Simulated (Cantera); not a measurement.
Charge: 1 mol Cu2O, 2.6 mol H2, 7.4 mol H2O, held at 0.150 Torr.

Equilibrium computed with Cantera from the NASA thermochemical tables; the gas is ideal and each condensed phase is pure. Candidate condensed phases: Cu, CuO, Cu(OH)2, Cu2O, H2O; 12 gas species. Rates play no part.

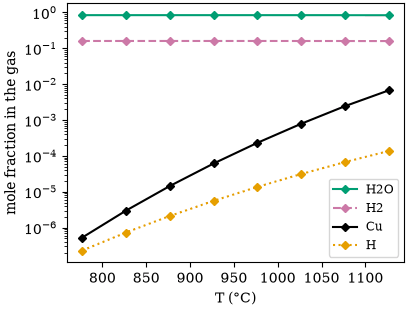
Figure: Equilibrium gas composition (values under 1e-9 drawn at 1e-9)

From 777 °C to 1077 °C the condensed part is Cu(s). At 1127 °C the condensed part is Cu(l). The main Cu-bearing gas is Cu throughout.
